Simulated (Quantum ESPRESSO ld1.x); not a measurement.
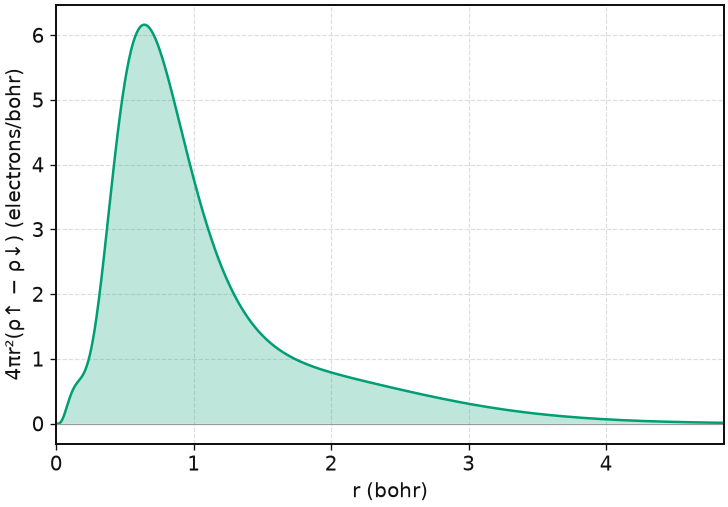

Co³⁺ (Z = 27, 24 electrons); electrons: [Ne] 3s2 3p5 3d6 4p1 (high spin). Computed with Quantum ESPRESSO ld1.x 7.5: scalar-relativistic Kohn-Sham, LDA (Slater exchange, Perdew-Zunger correlation), spin-polarised, spherical densities, point nucleus.

The plot shows the radial spin density.

### What does the plot show?

The curve integrates to 6 unpaired electrons, held by 3p (+1), 3d (+4) and 4p (+1). Its largest value, 6.16 electrons/bohr, lies near r = 0.64 bohr. Regions of the opposite sign are negligible.
